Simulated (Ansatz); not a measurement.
How methods differ on [BPH5]− (SMILES [BH3-]P)

[BPH5]−: 7 atoms, total charge -1, spin state singlet. As SMILES, `[BH3-]P`. Geometry: relaxed at GFN2-xTB.

```xyz
7

B    -0.5061   -0.5199   -0.3638
P     0.6975    0.3002    0.9953
H    -1.5844   -0.6442    0.1744
H    -0.0274   -1.6012   -0.6273
H    -0.5575    0.2056   -1.3303
H     0.2191    1.5995    0.9711
H     1.7588    0.6600    0.1807
```

Quantity: the energy change with the P2–H6 bond stretched from 1.385 to 3.462 Å, in eV. The values are calculated.

```json
{"level": "PBE/STO-3G (restricted)", "kind": "GGA", "program": "Ansatz", "value (eV)": "5.54", "less FCI/STO-3G": "+1.09"}
{"level": "r2SCAN/STO-3G (restricted)", "kind": "meta-GGA", "program": "Ansatz", "value (eV)": "5.92", "less FCI/STO-3G": "+1.47"}
{"level": "r2SCAN0/STO-3G (restricted)", "kind": "hybrid meta-GGA", "program": "Ansatz", "value (eV)": "6.69", "less FCI/STO-3G": "+2.24"}
{"level": "CAM-B3LYP/STO-3G (restricted)", "kind": "range-separated hybrid", "program": "Ansatz", "value (eV)": "6.93", "less FCI/STO-3G": "+2.48"}
{"level": "B2PLYP/STO-3G (restricted)", "kind": "double hybrid", "program": "Ansatz", "value (eV)": "5.73", "less FCI/STO-3G": "+1.28"}
{"level": "RPA@PBE/STO-3G (restricted)", "kind": "RPA", "program": "Ansatz", "value (eV)": "4.85", "less FCI/STO-3G": "+0.40"}
{"level": "CCSD(T)/STO-3G (restricted)", "kind": "coupled cluster or CI", "program": "Ansatz", "value (eV)": "4.10", "less FCI/STO-3G": "-0.35"}
{"level": "FCI/STO-3G", "kind": "exact in the basis", "program": "Ansatz", "value (eV)": "4.45", "less FCI/STO-3G": "0.00"}
```

FCI/STO-3G is exact within its basis and frozen core, so for wave-function methods in that basis the difference is their error; functionals converge differently with the basis, so for them it is only a difference. Sets without diffuse functions describe the anion poorly. The first shape isn't each level's own minimum. The values span 4.10 to 6.93 eV. All rows use very small basis sets, so none should be taken for the real molecule's value.

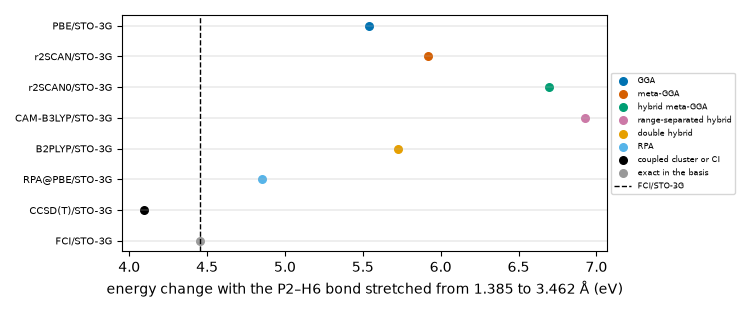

The values of the table, level by level.
